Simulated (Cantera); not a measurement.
Charge: 1 mol HMDSO, 0.37 mol O2, 11 mol H2, held at 27.0 Pa.

These are equilibrium values from Cantera (NASA tables, ideal gas, pure condensed phases), not measurements of a reactor. Candidate condensed phases: C, C6H6, C7H8, C8H18, H2O, Si, SiC, SiO2; 123 gas species. The feed counts by its element totals alone. Mutual solubility and eutectic melting of coexisting phases are not modelled. Kinetics and transport are ignored.

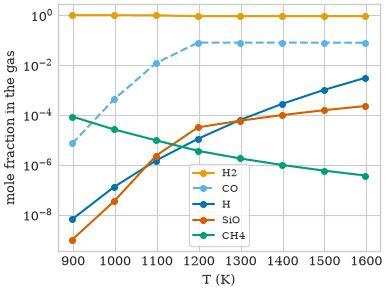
Fig. 1. Equilibrium gas composition (values under 1e-9 drawn at 1e-9)

Q: Read off the mole fractions at 1298 K.

A: H2 about 0.92, CO about 0.080, H about 6.3e-5, SiO about 5.9e-5, CH4 about 1.8e-6.
